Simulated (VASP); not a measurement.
# A VASP study of Titanium (r2SCAN): structure first, properties next, part 2 of 4

Wanted: the relaxed cell of Titanium and its properties. Left out of this account: 1 further run (relaxation: a spoilt try). This is not the structure that Ti takes at ambient conditions. The start is a cell from a database of measured crystal structures.

VASP 6.6.1; r2SCAN; plane waves and PAW (Ti_sv).

So far. Step 2 (Full relaxation (r2SCAN)): It ends with forces that vanish by symmetry and a pressure of 0.01 GPa. The volume lies -2.8 % from that of the database's start, which holds the thermal and zero-point expansion of its experiment. Step 3 (Second relaxation): It ends with forces that vanish by symmetry and a pressure of 0.04 GPa. The volume moved by under 0.01 %: the run met its threshold at the first step.

### 4. Density, ELF and potential (r2SCAN)

A single point on the relaxed cell gives a clean self-consistent state, with density, ELF and potential written out.

INCAR reads:

```
SYSTEM = Ti
PREC = Accurate
ENCUT = 400
EDIFF = 1E-06
NELM = 100
ISMEAR = 1
SIGMA = 0.2
LREAL = .FALSE.
ALGO = Normal
METAGGA = R2SCAN
LASPH = .TRUE.
NBANDS = 12
LORBIT = 11
LWAVE = .FALSE.
LCHARG = .TRUE.
ISIF = 2
LELF = .TRUE.
LVHAR = .TRUE.
```

POSCAR reads:

```
Ti
1.0
   -1.6257254714      1.6257254714      1.6257254714
    1.6257254714     -1.6257254714      1.6257254714
    1.6257254714      1.6257254714     -1.6257254714
Ti
1
Direct
    0.0000000000      0.0000000000      0.0000000000
```

KPOINTS reads:

```
Automatic mesh
0
Gamma
10 10 10
0 0 0
```

PAW data sets: Ti_sv (PBE family, release 64).

Run with:

```console
$ mpirun -np 2 vasp_std
```

The log of the run:

```text
[banner, memory and clock lines left out]
running    2 mpi-ranks, on    1 nodes
 distrk:  each k-point on    2 cores,    1 groups
 distr:  one band on    1 cores,    2 groups

 POSCAR found type information on POSCAR Ti
 POSCAR found :  1 types and       1 ions
 [... a notice as in an earlier step ...]

 LDA part: xc-table for (None), standard interpolation
 POSCAR, INCAR and KPOINTS ok, starting setup
 FFT: planning ... GRIDC
 FFT: planning ... GRID_SOFT
 FFT: planning ... GRID
 WAVECAR not read
 entering main loop
       N       E                     dE             d eps       ncg     rms          rms(c)
DAV:   1     0.715011958187E+02    0.71501E+02   -0.58419E+03  1148   0.104E+03
DAV:   2    -0.133994403505E+02   -0.84901E+02   -0.82944E+02  1156   0.278E+02
DAV:   3    -0.170572473375E+02   -0.36578E+01   -0.36152E+01  1472   0.618E+01
DAV:   4    -0.171333691723E+02   -0.76122E-01   -0.76049E-01  1284   0.783E+00
DAV:   5    -0.171351108187E+02   -0.17416E-02   -0.17416E-02  1328   0.112E+00    0.101E+01
DAV:   6    -0.127766417178E+02    0.43585E+01   -0.49989E+00  1300   0.365E+01    0.166E+00
[... 1 cycle as in an earlier step ...]
DAV:   8    -0.128092753164E+02   -0.15078E-01   -0.51366E-02  1536   0.238E+00    0.422E-01
DAV:   9    -0.128081468733E+02    0.11284E-02   -0.15876E-02  1204   0.188E+00    0.205E-01
DAV:  10    -0.128073148075E+02    0.83207E-03   -0.22942E-03  1216   0.756E-01    0.296E-02
DAV:  11    -0.128073330094E+02   -0.18202E-04   -0.57684E-05  1384   0.744E-02    0.443E-03
DAV:  12    -0.128073316390E+02    0.13705E-05   -0.41115E-06  1208   0.180E-02    0.177E-03
DAV:  13    -0.128073317787E+02   -0.13977E-06   -0.27522E-07   684   0.515E-03
   1 F= -.12807332E+02 E0= -.12808214E+02  d E =0.264529E-02
```

The job ended after 7.2 s (2 MPI ranks of Intel Xeon 6975P-C (Granite Rapids), shared host; peak memory 0.2 GiB; 14 s of CPU time).

From OUTCAR (step 4):

```text
The static configuration has the point symmetry O_h .

 Found     47 irreducible k-points:

   NELECT =      12.0000    total number of electrons

 E-fermi :   8.2251

  Total        0.0046621      0.0046621      0.0046621     -0.0000000      0.0000000      0.0000000
  in kB        0.4346009      0.4346009      0.4346009     -0.0000000      0.0000000      0.0000000
  external PRESSURE =       0.4346009 kB  Pullay stress =       0.0000000 kB

 POSITION                                       TOTAL-FORCE (eV/Angst)
 -----------------------------------------------------------------------------------
      0.00000      0.00000      0.00000         0.000000      0.000000      0.000000
 -----------------------------------------------------------------------------------
    total drift:                                0.000000      0.000000      0.000000

  FREE ENERGIE OF THE ION-ELECTRON SYSTEM (eV)
  ---------------------------------------------------
  free  energy   TOTEN  =       -12.8073317787 eV

  energy  without entropy=      -12.8099770695  energy(sigma->0) =      -12.80821354

[... 16 parts as in an earlier step ...]
```

Numbers from this step:

```yaml
scf_cycles: 13
```

Valence electrons inside each PAW sphere by angular momentum. Sphere charges, by row:

| atom | s (e) | p (e) | d (e) | tot (e) |
| --- | --- | --- | --- | --- |
| Ti1 | 2.24 | 6.133 | 1.861 | 10.23 |

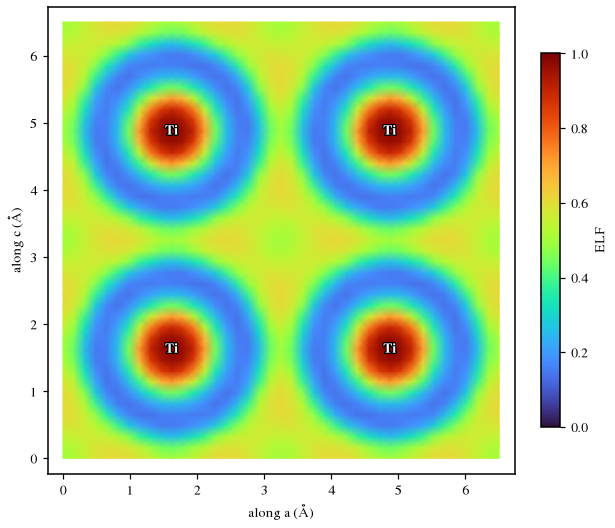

ELF in the ac plane of the conventional cell at fractional y = 0.000, with atoms of Ti within 0.2 Å of it. It is the smooth field of the valence electrons, not physical close to the nuclei. The map starts off the cell's origin, so that atoms lie inside it.

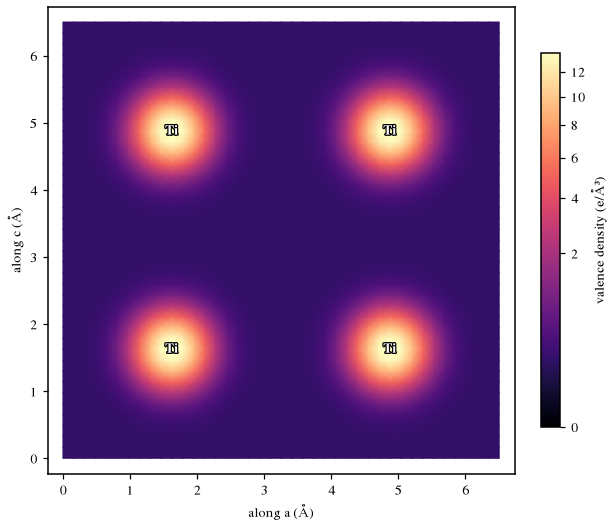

Valence density in the ac plane of the conventional cell at fractional y = 0.000, with atoms of Ti within 0.2 Å of it. It is the smooth field of the valence electrons, not physical close to the nuclei. The map starts off the cell's origin, so that atoms lie inside it. The colour scale is stretched toward low values.

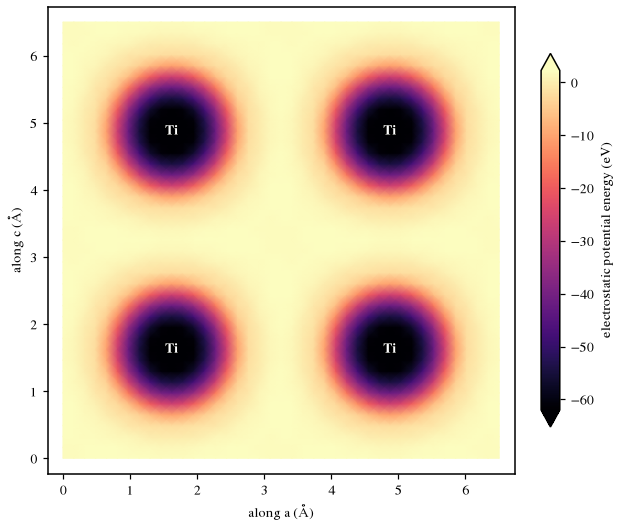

Electrostatic potential energy in the ac plane of the conventional cell at fractional y = 0.000, with atoms of Ti within 0.2 Å of it. With pseudopotentials it is smooth inside the atoms' cores, unlike the true potential. The map starts off the cell's origin, so that atoms lie inside it.

In this run the pressure is 0.04 GPa, small enough to go on.

### 5. Band structure (r2SCAN)

The mesh alone shows little of the dispersion and can miss band extrema, so KPOINTS_OPT adds a path through the symmetry points after the self-consistent cycle.

INCAR reads:

```
SYSTEM = Ti
PREC = Accurate
ENCUT = 400
EDIFF = 1E-06
NELM = 100
ISMEAR = 1
SIGMA = 0.2
LREAL = .FALSE.
ALGO = Normal
METAGGA = R2SCAN
LASPH = .TRUE.
NBANDS = 17
LORBIT = 11
LWAVE = .FALSE.
LCHARG = .FALSE.
KPAR = 2
```

POSCAR is that of step 4.

KPOINTS is that of step 4.

KPOINTS_OPT reads:

```
Line mode
16
Line-mode
Reciprocal
  0.00000000   0.00000000   0.00000000 GAMMA
  0.50000000  -0.50000000   0.50000000 H

  0.50000000  -0.50000000   0.50000000 H
  0.00000000   0.00000000   0.50000000 N

  0.00000000   0.00000000   0.50000000 N
  0.00000000   0.00000000   0.00000000 GAMMA

  0.00000000   0.00000000   0.00000000 GAMMA
  0.25000000   0.25000000   0.25000000 P

  0.25000000   0.25000000   0.25000000 P
  0.50000000  -0.50000000   0.50000000 H

  0.25000000   0.25000000   0.25000000 P
  0.00000000   0.00000000   0.50000000 N
```

Run with:

```console
$ mpirun -np 2 vasp_std
```

The log of the run:

```text
[... set-up lines as in an earlier step ...]
 entering main loop
       N       E                     dE             d eps       ncg     rms          rms(c)
DAV:   1     0.794709374030E+02    0.79471E+02   -0.51560E+03  1622   0.740E+02
DAV:   2    -0.130783210218E+02   -0.92549E+02   -0.88295E+02  1700   0.222E+02
DAV:   3    -0.170763623588E+02   -0.39980E+01   -0.39631E+01  1850   0.489E+01
DAV:   4    -0.171343191690E+02   -0.57957E-01   -0.57910E-01  1926   0.564E+00
DAV:   5    -0.171351454649E+02   -0.82630E-03   -0.82625E-03  1782   0.605E-01    0.101E+01
DAV:   6    -0.127814928551E+02    0.43537E+01   -0.30140E+00  1647   0.257E+01    0.162E+00
DAV:   7    -0.127934441633E+02   -0.11951E-01   -0.54556E-02  1718   0.177E+00    0.106E+00
DAV:   8    -0.128084433235E+02   -0.14999E-01   -0.33084E-02  1914   0.160E+00    0.338E-01
DAV:   9    -0.128075349363E+02    0.90839E-03   -0.59073E-03  1693   0.102E+00    0.117E-01
DAV:  10    -0.128073251632E+02    0.20977E-03   -0.47525E-04  1957   0.318E-01    0.257E-02
DAV:  11    -0.128073342448E+02   -0.90816E-05   -0.73776E-05  1796   0.636E-02    0.644E-03
DAV:  12    -0.128073315497E+02    0.26952E-05   -0.29890E-06  1782   0.206E-02    0.130E-03
DAV:  13    -0.128073314512E+02    0.98459E-07   -0.30334E-07  1301   0.366E-03
   1 F= -.12807331E+02 E0= -.12808213E+02  d E =0.264426E-02
 Start KPOINTS_OPT (optional k-point list driver)
k-point batch [1-47\96]
       N       E                     dE             ncg
DAV:   1    -0.644784422096E+04   -0.23850E+05     1654
DAV:   2    -0.106196160243E+05   -0.41718E+04     1726
DAV:   3    -0.108029017310E+05   -0.18329E+03     1840
DAV:   4    -0.108059705923E+05   -0.30689E+01     1816
DAV:   5    -0.108060339485E+05   -0.63356E-01     1821
DAV:   6    -0.108060356421E+05   -0.16936E-02     1880
DAV:   7    -0.108060356965E+05   -0.54400E-04     1712
DAV:   8    -0.108060356984E+05   -0.18868E-05     1412
DAV:   9    -0.108060356985E+05   -0.86555E-07     1017
[...]
k-point batch [95-96\96]
       N       E                     dE             ncg
DAV:   1     0.198460078842E+05   -0.13165E+04       68
DAV:   2     0.196727194452E+05   -0.17329E+03       68
DAV:   3     0.196648180238E+05   -0.79014E+01       87
DAV:   4     0.196646957162E+05   -0.12231E+00       72
DAV:   5     0.196646946444E+05   -0.10719E-02       79
DAV:   6     0.196646946295E+05   -0.14932E-04       71
DAV:   7     0.196646946292E+05   -0.25980E-06       86
```

Run time: 16 s. Hardware: 2 MPI ranks; peak memory 0.23 GiB.

OUTCAR, selected parts (step 5):

```text
   k-points           NKPTS =     47   k-points in BZ     NKDIM =     47   number of bands    NBANDS=     17

   NELECT =      12.0000    total number of electrons

 E-fermi :   8.2252

 k-point     1 :       0.0000    0.0000    0.0000
  band No.  band energies     occupation
      1     -50.6503      2.00000
      2     -25.4497      2.00000
      3     -25.4497      2.00000
      4     -25.4497      2.00000
      5       1.9008      2.00000
      6       9.3844     -0.00000
      7       9.3844     -0.00000
      8       9.3844     -0.00000
      9      11.1844     -0.00000
     10      11.1844     -0.00000
    ...

  Total        0.0020839      0.0020839      0.0020839      0.0000000     -0.0000000      0.0000000
  in kB        0.1942619      0.1942619      0.1942619      0.0000000     -0.0000000      0.0000000
  external PRESSURE =       0.1942619 kB  Pullay stress =       0.0000000 kB

 POSITION                                       TOTAL-FORCE (eV/Angst)
 -----------------------------------------------------------------------------------
      0.00000      0.00000      0.00000         0.000000      0.000000     -0.000000
 -----------------------------------------------------------------------------------
    total drift:                                0.000000      0.000000      0.000000

  FREE ENERGIE OF THE ION-ELECTRON SYSTEM (eV)
  ---------------------------------------------------
  free  energy   TOTEN  =       -12.8073314512 eV

  energy  without entropy=      -12.8099757112  energy(sigma->0) =      -12.80821287

[... 8 parts as in an earlier step ...]

[... 8 further parts left out ...]
```

Numbers from this step:

```
bands    : 17
pressure : 0.01943 GPa
```

Electronic bands along the path, in eV, zero at the Fermi level; # counts the bands kept, so #1 is VASP's band 5:

| point | #1 | #2 | #3 | #4 | #5 | #6 |
| --- | --- | --- | --- | --- | --- | --- |
| Γ | -6.32 | 1.16 | 1.16 | 1.16 | 2.96 | 2.96 |
| H | -2.30 | -2.30 | 4.18 | 4.18 | 4.18 | 8.85 |
| N | -2.59 | -0.33 | 1.00 | 2.97 | 3.33 | 4.55 |
| Γ | -6.32 | 1.16 | 1.16 | 1.16 | 2.96 | 2.96 |
| P | -0.66 | -0.66 | -0.66 | 3.39 | 3.39 | 9.45 |
| H | -2.30 | -2.30 | 4.18 | 4.18 | 4.18 | 8.85 |
| jump to P | -0.66 | -0.66 | -0.66 | 3.39 | 3.39 | 9.45 |
| N | -2.59 | -0.33 | 1.00 | 2.97 | 3.33 | 4.55 |

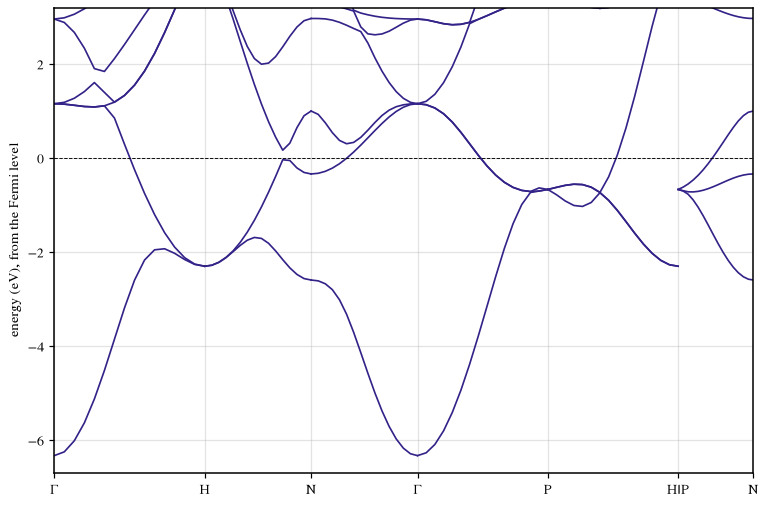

Electronic bands along the path.

There is no gap at this level.

Of the bands kept, 2 cross the Fermi level on this path.

### 6. Total and projected DOS (r2SCAN)

Here the states are counted by energy and projected on the atoms. The mesh is finer than in the run before.

INCAR, as its differences from that of step 5:

```diff
@@ -5,3 +5,3 @@
 NELM = 100
-ISMEAR = 1
+ISMEAR = -5
 SIGMA = 0.2
@@ -16 +16,2 @@
 KPAR = 2
+NEDOS = 2001
```

POSCAR is that of step 5.

KPOINTS reads:

```
Automatic mesh
0
Gamma
14 14 14
0 0 0
```

Run with:

```console
$ mpirun -np 2 vasp_std
```

The log of the run:

```text
[... set-up lines as in an earlier step ...]
 entering main loop
       N       E                     dE             d eps       ncg     rms          rms(c)
DAV:   1     0.784143399118E+02    0.78414E+02   -0.49597E+03  3592   0.734E+02
DAV:   2    -0.131077528173E+02   -0.91522E+02   -0.87548E+02  3805   0.221E+02
DAV:   3    -0.170683192848E+02   -0.39606E+01   -0.39267E+01  4194   0.490E+01
DAV:   4    -0.171325477283E+02   -0.64228E-01   -0.64153E-01  4030   0.597E+00
DAV:   5    -0.171334730388E+02   -0.92531E-03   -0.92510E-03  4153   0.632E-01    0.101E+01
DAV:   6    -0.127801610276E+02    0.43533E+01   -0.31013E+00  3690   0.258E+01    0.161E+00
DAV:   7    -0.127928440446E+02   -0.12683E-01   -0.55515E-02  3759   0.178E+00    0.106E+00
DAV:   8    -0.128079700315E+02   -0.15126E-01   -0.33610E-02  4186   0.161E+00    0.333E-01
DAV:   9    -0.128068694735E+02    0.11006E-02   -0.58594E-03  3746   0.981E-01    0.101E-01
DAV:  10    -0.128067349374E+02    0.13454E-03   -0.35806E-04  4411   0.263E-01    0.210E-02
DAV:  11    -0.128067483225E+02   -0.13385E-04   -0.67204E-05  3869   0.501E-02    0.388E-03
DAV:  12    -0.128067470497E+02    0.12727E-05   -0.30694E-06  3953   0.158E-02    0.119E-03
DAV:  13    -0.128067467570E+02    0.29269E-06   -0.50281E-07  3050   0.521E-03
   1 F= -.12806747E+02 E0= -.12806747E+02  d E =0.000000E+00
 -----------------------------------------------------------------------------
|                                                                             |
|           W    W    AA    RRRRR   N    N  II  N    N   GGGG   !!!           |
|           W    W   A  A   R    R  NN   N  II  NN   N  G    G  !!!           |
|           W    W  A    A  R    R  N N  N  II  N N  N  G       !!!           |
|           W WW W  AAAAAA  RRRRR   N  N N  II  N  N N  G  GGG   !            |
|           WW  WW  A    A  R   R   N   NN  II  N   NN  G    G                |
|           W    W  A    A  R    R  N    N  II  N    N   GGGG   !!!           |
|                                                                             |
|     Tetrahedron method does not include variations of the Fermi             |
|     occupations, so forces and stress will be inaccurate. We suggest        |
|     using a different smearing scheme ISMEAR = 1 or 2 for metals in         |
|     relaxations.                                                            |
|                                                                             |
 -----------------------------------------------------------------------------
```

It took 18 s on 2 MPI ranks; peak memory 0.24 GiB; 35 s of CPU time.

Parts of OUTCAR (step 6):

```text
   k-points           NKPTS =    104   k-points in BZ     NKDIM =    104   number of bands    NBANDS=     17

   NELECT =      12.0000    total number of electrons

 E-fermi :   8.2379

 k-point     1 :       0.0000    0.0000    0.0000
  band No.  band energies     occupation
      1     -50.6411      2.00000
      2     -25.4410      2.00000
      3     -25.4410      2.00000
      4     -25.4410      2.00000
      5       1.9020      2.00000
      6       9.3906      0.00000
      7       9.3906      0.00000
      8       9.3906      0.00000
      9      11.1908      0.00000
     10      11.1908      0.00000
    ...

  Total       -0.0139500     -0.0139500     -0.0139500     -0.0000000      0.0000000     -0.0000000
  in kB       -1.3004151     -1.3004151     -1.3004151     -0.0000000      0.0000000     -0.0000000
  external PRESSURE =      -1.3004151 kB  Pullay stress =       0.0000000 kB

  FREE ENERGIE OF THE ION-ELECTRON SYSTEM (eV)
  ---------------------------------------------------
  free  energy   TOTEN  =       -12.8067467570 eV

  energy  without entropy=      -12.8067467570  energy(sigma->0) =      -12.80674676

[... 7 parts as in an earlier step ...]

[... 10 further parts left out ...]
```

With tetrahedra the forces and stress of a metal are not exact derivatives of the energy.

This step gave:

```
irreducible k-points   : 104
Fermi energy           : 8.238 eV
pressure               : -0.1300 GPa
DOS at the Fermi level : 1.904 states/eV/cell
```

The density of states has structure finer than the step of the table below, so its rows give means over 2 eV, whole bins alone (the curve runs from -12.0 to 7.85 eV). Peaks (eV: height): total -1.8: 1.55, 0.2: 2.54, 3.3: 5.40; Ti d -0.3: 1.60, 3.3: 5.00; Ti p -1.8: 0.0761, -0.2: 0.142, 0.2: 0.183, 6.3: 0.0471; Ti s -2.5: 0.0986, 3.5: 0.0217.

States under -12.0 eV and over 7.8 eV are left out. The density of states by energy, zero at the Fermi level; means over each step; values in states/eV/cell:

| energy (eV) | total | Ti d | Ti p | Ti s |
| --- | --- | --- | --- | --- |
| -8 | 0 | 0 | 0 | 0 |
| -6 | 0.0441 | 2.9e-4 | 0.00139 | 0.0132 |
| -4 | 0.206 | 0.0170 | 0.0150 | 0.0466 |
| -2 | 0.868 | 0.377 | 0.0463 | 0.0605 |
| 0 | 1.71 | 1.10 | 0.0959 | 0.00531 |
| 2 | 1.18 | 1.01 | 0.0127 | 0.00508 |
| 4 | 1.53 | 1.37 | 0.0271 | 0.0128 |
| 6 | 0.357 | 0.225 | 0.0446 | 0.00943 |

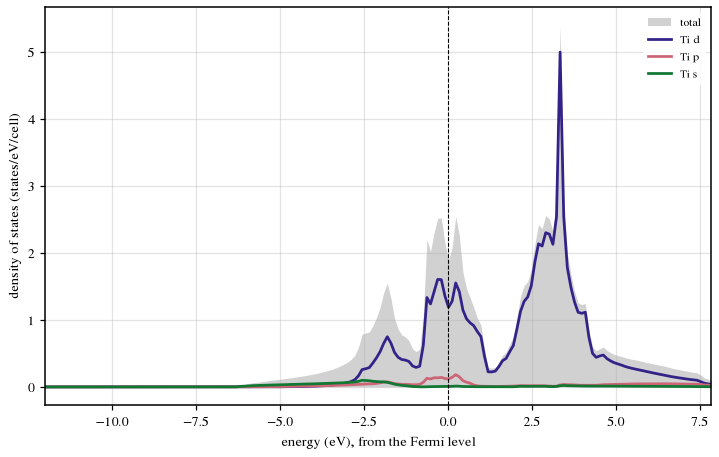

Density of states against energy.

The finer mesh and the other smearing move the Fermi level by +0.01 eV from the 10×10×10 run, a small shift, which tests the Fermi level alone. Of the states within 0.3 eV of the Fermi level, the largest shares in the PAW spheres are Ti d 63 % and Ti p 6 %. The rest lies in smaller channels or between the spheres.

### 7. Volume scan with r2SCAN

An equation of state needs energies on both sides of the minimum, all on one mesh and cutoff.

INCAR reads:

```
SYSTEM = Ti
PREC = Accurate
ENCUT = 400
EDIFF = 1E-06
NELM = 100
ISMEAR = 1
SIGMA = 0.2
LREAL = .FALSE.
ALGO = Normal
METAGGA = R2SCAN
LASPH = .TRUE.
NBANDS = 12
LORBIT = 11
LWAVE = .FALSE.
LCHARG = .FALSE.
KPAR = 2
ISIF = 2
```

POSCAR reads:

```
Ti
1.0
   -1.5925380884      1.5925380884      1.5925380884
    1.5925380884     -1.5925380884      1.5925380884
    1.5925380884      1.5925380884     -1.5925380884
Ti
1
Direct
    0.0000000000      0.0000000000      0.0000000000
```

KPOINTS reads:

```
Automatic mesh
0
Gamma
10 10 10
0 0 0
```

Run with:

```console
$ mpirun -np 2 vasp_std
```

The log of the run:

```text
[... set-up lines as in an earlier step ...]
 entering main loop
       N       E                     dE             d eps       ncg     rms          rms(c)
DAV:   1     0.734518506537E+02    0.73452E+02   -0.58542E+03  1148   0.106E+03
DAV:   2    -0.132144067756E+02   -0.86666E+02   -0.84447E+02  1144   0.282E+02
DAV:   3    -0.169400312061E+02   -0.37256E+01   -0.36891E+01  1440   0.624E+01
DAV:   4    -0.170287825526E+02   -0.88751E-01   -0.88620E-01  1304   0.826E+00
DAV:   5    -0.170314578569E+02   -0.26753E-02   -0.26753E-02  1320   0.115E+00    0.108E+01
DAV:   6    -0.127426895515E+02    0.42888E+01   -0.47049E+00  1300   0.356E+01    0.171E+00
DAV:   7    -0.127629050697E+02   -0.20216E-01   -0.95799E-02  1208   0.289E+00    0.111E+00
DAV:   8    -0.127811858143E+02   -0.18281E-01   -0.64979E-02  1544   0.263E+00    0.510E-01
DAV:   9    -0.127802792830E+02    0.90653E-03   -0.26880E-02  1220   0.246E+00    0.359E-01
DAV:  10    -0.127783014392E+02    0.19778E-02   -0.61346E-03  1216   0.125E+00    0.428E-02
DAV:  11    -0.127783048626E+02   -0.34234E-05   -0.66595E-05  1284   0.991E-02    0.112E-02
DAV:  12    -0.127783061481E+02   -0.12855E-05   -0.79708E-06  1260   0.280E-02    0.504E-03
DAV:  13    -0.127783057402E+02    0.40791E-06   -0.76661E-07   916   0.121E-02
   1 F= -.12778306E+02 E0= -.12779866E+02  d E =0.468225E-02
```

Elapsed: 7.4 s, on 2 MPI ranks; peak memory 0.22 GiB.

From OUTCAR (step 7):

```text
   ENCUT  =  400.0 eV  29.40 Ry    5.42 a.u.   4.50  4.50  4.50*2*pi/ulx,y,z

   NELECT =      12.0000    total number of electrons

 E-fermi :   8.9082

 k-point     1 :       0.0000    0.0000    0.0000
  band No.  band energies     occupation
      1     -49.8410      2.00000
      2     -24.5585      2.00000
      3     -24.5585      2.00000
      4     -24.5585      2.00000
      5       2.4563      2.00000
      6      10.1198     -0.00000
      7      10.1198     -0.00000
      8      10.1199     -0.00000
      9      12.0617     -0.00000
     10      12.0617     -0.00000
    ...

  Total        0.7687148      0.7687148      0.7687148      0.0000000     -0.0000000      0.0000000
  in kB       76.2335815     76.2335815     76.2335815      0.0000000     -0.0000000      0.0000000
  external PRESSURE =      76.2335815 kB  Pullay stress =       0.0000000 kB

  FREE ENERGIE OF THE ION-ELECTRON SYSTEM (eV)
  ---------------------------------------------------
  free  energy   TOTEN  =       -12.7783057402 eV

  energy  without entropy=      -12.7829879879  energy(sigma->0) =      -12.77986649

[... 5 parts as in an earlier step ...]

[... 12 further parts left out ...]
```

The scan keeps the cell's shape and the fractional positions fixed.

This step gave:

```
bands                   : 12
irreducible k-points    : 47
free energy (TOTEN)     : -12.78 eV
energy at zero smearing : -12.78 eV
Fermi energy            : 8.908 eV
pressure                : 7.623 GPa
```

The pressure here is 7.62 GPa.

[end of part 2 of 4]

[Lines on the potential files, build, host, timing and source positions are cut from VASP's logs without a mark.]

[Logs are printed without paths, hosts, clocks, repeated set-up lines and the standing remarks that a program may print on its own settings, such as how far it seeks lower states.]

[Hosts, paths, dates, database ids (printed as entryN), source tags and the programs' standing remarks are cut or masked in the printed files.]

[A measured line is paired with the nearest computed mode of its activity, which favours agreement.]
